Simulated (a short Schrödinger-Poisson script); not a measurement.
Stack: symmetric double-gate stack, SiO2 on p-type GaAs, at 77 K.

| layer | material | thickness (nm) | Na (cm⁻³) |
|---|---|---|---|
| 1 | SiO2 | 2.6 | - |
| 2 | GaAs | 5 | 6e15 |
| 3 | SiO2 | 2.6 | - |

Constants are typed, rounded textbook-type inputs, not results; the design itself was drawn at random and stands for no fabricated device. SiO2: permittivity 3.9, conduction-band edge (eV) 3.17, gap (eV) 9, electron mass (mₑ) 0.5. GaAs: permittivity 12.9, conduction-band edge (eV) 0, gap (eV) 1.424, Nv at 300 K (cm⁻³) 9e18.

Channel valleys (confinement mass, in-plane density-of-states mass, number): Γ 0.067, 0.067, 1. At the gates, both at one voltage, the conduction-band edge of layer 1 lies 3.71 eV − eVg above the Fermi level of the channel. Gaps are held at their typed values at every temperature. Mesh 0.03 nm at interfaces.

Solved with a short Schrödinger-Poisson script written for these runs: 1D Poisson equation in equilibrium, electrons quantum, Hartree (BenDaniel-Duke, 12 states a valley, the channel's in-plane mass for all, wave functions ending at the dielectric), parabolic valleys, classical holes, full ionisation, no traps, pinning or gate leakage.

Only gate voltages with over 1e8 electrons/cm² are shown.

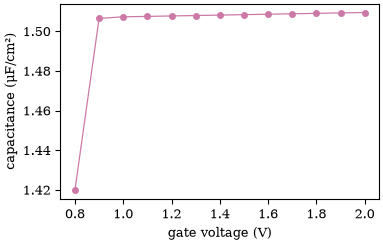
Quasi-static capacitance against gate voltage

| Vg (V) | electrons (cm⁻²) | C (μF/cm²) | Γ E0 (meV) | Γ E1 (meV) |
|---|---|---|---|---|
| 0.8 | 3.43e11 | 1.42 | -11.1 | 661.5 |
| 0.9 | 1.27e12 | 1.51 | -45.5 | 625.0 |
| 1 | 2.21e12 | 1.51 | -79.1 | 589.4 |
| 1.1 | 3.15e12 | 1.51 | -112.7 | 553.7 |
| 1.2 | 4.10e12 | 1.51 | -146.3 | 518.0 |
| 1.3 | 5.04e12 | 1.51 | -179.9 | 482.3 |
| 1.4 | 5.98e12 | 1.51 | -213.6 | 446.6 |
| 1.5 | 6.92e12 | 1.51 | -247.2 | 410.9 |
| 1.6 | 7.86e12 | 1.51 | -280.8 | 375.2 |
| 1.7 | 8.80e12 | 1.51 | -314.5 | 339.5 |
| 1.8 | 9.74e12 | 1.51 | -348.1 | 303.9 |
| 1.9 | 1.07e13 | 1.51 | -381.8 | 268.2 |
| 2 | 1.16e13 | 1.51 | -415.5 | 232.5 |

Subbands count from the Fermi level. The capacitance is that of both gates.

Above a few 1e12 electrons/cm² a light Γ valley is non-parabolic and upper valleys begin to fill, which the model leaves out.
